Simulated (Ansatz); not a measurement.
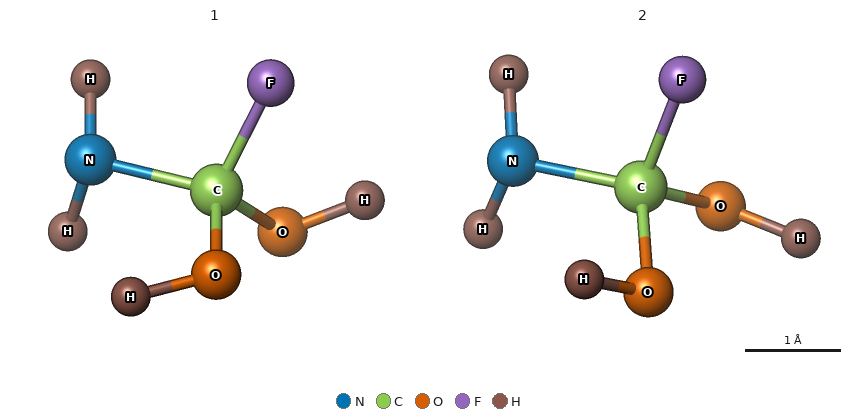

Two geometries of CH4FNO2 (coarse preliminary run), drawn at one scale. One is the start of a relaxation, the other its converged end. The picture is a ball-and-stick view, seen from a free direction.

All numbers below come from Ansatz, RKS PBE-D4/def2-SVP. (force threshold 0.03 eV/Å; at most 200 steps)

Question: Which one is relaxed?

Answer: Structure 2 is the relaxed one. The start comes from a force field. After 8 geometry steps the energy has fallen by 54.6 kJ/mol. Largest force component: 2.4 eV/Å at the start, 0.0072 eV/Å at the end. The largest move after the best rigid fit is that of an H atom, 0.43 Å. Largest moves by element: H 0.43 Å, O 0.32 Å, F 0.27 Å, N 0.11 Å, C 0.09 Å. Among the contacts that change: C–F 1.337 → 1.404 Å, H–N 0.974 → 1.027 Å, C–O 1.344 → 1.384 Å, H–O 0.941 → 0.977 Å. Among the angles between lasting bonds that change: C–O–H 97.5° → 106.9°, C–N–H 102.6° → 109.1°, O–C–O 113.8° → 108.3°. Groups turn about C–O by about 55°, C–O by about 40°. The run took 12 s on 2 threads of AMD EPYC 7B13, on a shared host.
